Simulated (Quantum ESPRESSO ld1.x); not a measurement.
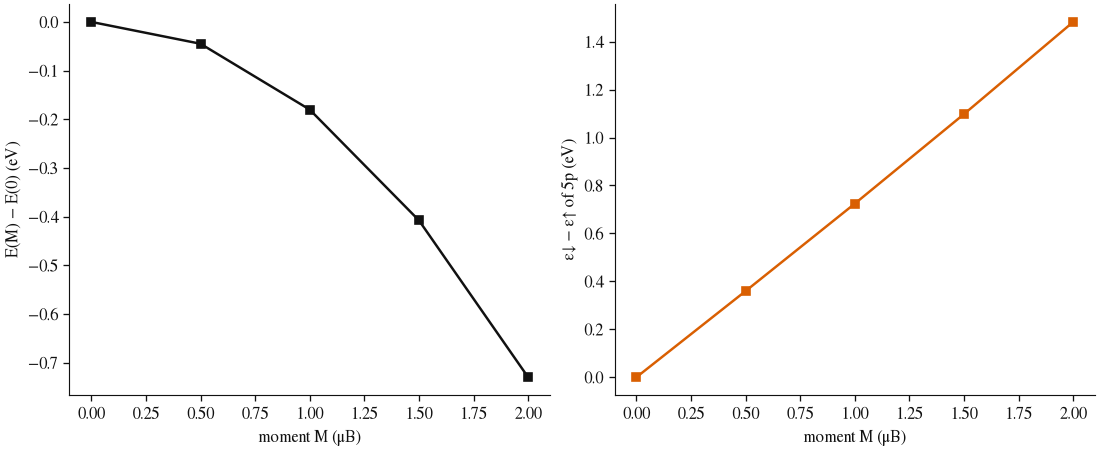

For Te²⁺ in [Kr] 4d10 5s2 5p2, the spin moment of the 5p shell is fixed at a series of values. All numbers are computed, not measured: scalar-relativistic Kohn-Sham, LDA (Slater exchange, Perdew-Wang correlation), spin-polarised, spherical densities, point nucleus (Quantum ESPRESSO ld1.x 7.5). The plot shows the energy and the exchange splitting.

What is the spin-polarisation energy, and which exchange integral follows?

Answer. The energy falls with the moment, to −0.730 eV at M = 2 μB, the largest moment run, in line with Hund's first rule (at fractional spins the functional's fractional-spin error adds to the fall). A fit E = −I M²/4 gives an exchange integral I of about 0.73 eV, and the exchange splitting grows nearly in proportion to M, to 1.48 eV (0.74 eV per μB).
